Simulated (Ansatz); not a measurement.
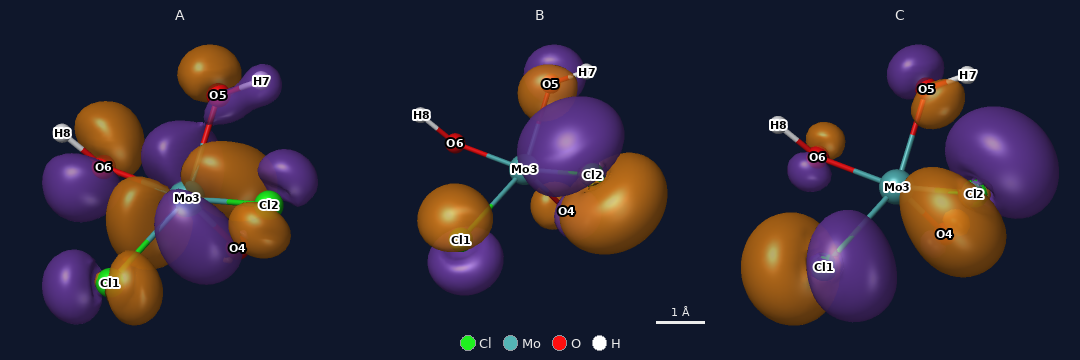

Cl$_{2}$H$_{2}$MoO$_{3}$. Three frontier orbitals at ±0.1 Å⁻³ᐟ² (orange and purple are the two phases), in no order.

Geometry: PBE0-D4/def2-SVP; core potentials replace the inner electrons of Mo.

Method: Ansatz, isolated molecule in a Gaussian basis; Kohn-Sham density functional theory, functional PBE0.

```xyz
8

Cl   -1.4113    1.5542   -1.2936
Cl    0.0853    1.8733    1.4588
Mo   -0.3842    0.0256    0.0908
O    -1.5435   -0.7006    1.0019
O     1.3252   -0.5127    0.6611
O    -0.1792   -1.1460   -1.3191
H     1.7416   -0.0339    1.3903
H     0.4584   -1.1170   -2.0460
```

Question: Which picture is the HOMO−1, the HOMO and the LUMO?

Answer: B is the HOMO−1 (−9.16 eV). It lies mainly on Cl2 (about 70 %), Cl1 (about 15 %) and O5 (about 10 %); largely a lone pair of Cl2. C is the HOMO (−8.76 eV). Its weight (Hirshfeld) is mainly on Cl2 (about 55 %) and Cl1 (about 35 %); largely a combination of lone pairs on Cl2 and Cl1. A is the LUMO (−4.72 eV). Its weight (Hirshfeld) is mainly on Mo3 (about 65 %), O6 (about 15 %), Cl1 (about 10 %) and Cl2 (about 5 %).

Question: What is the HOMO–LUMO gap?

Answer: 4.04 eV between the orbital energies.
